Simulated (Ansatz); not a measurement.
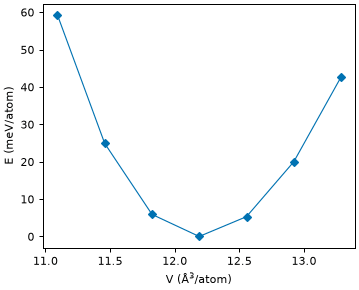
Fig. 1. AlNi in space group Cmcm (No. 63; Al on 4c, Ni on 4c) under volume change, r²SCAN (plane waves, PAW; program Ansatz), shape and atoms relaxed at each volume.

Task: What does a third-order Birch–Murnaghan fit give for V₀, B₀ and B′?

Result: V₀ = 12.19 Å³/atom, B₀ = 162 GPa, B′ = 4.5.

The start of the workflow was typed in or built on a structure type; neither database checked (COD, Materials Project) lists it. It is not the phase usual at ambient conditions (space group No. 221). The r²SCAN relaxation kept the symmetry of its start; whether a distortion lowers the energy is not shown. The workflow began spin-polarised and lost its moments.

Potentials: the earlier of the program's two PAW sets.
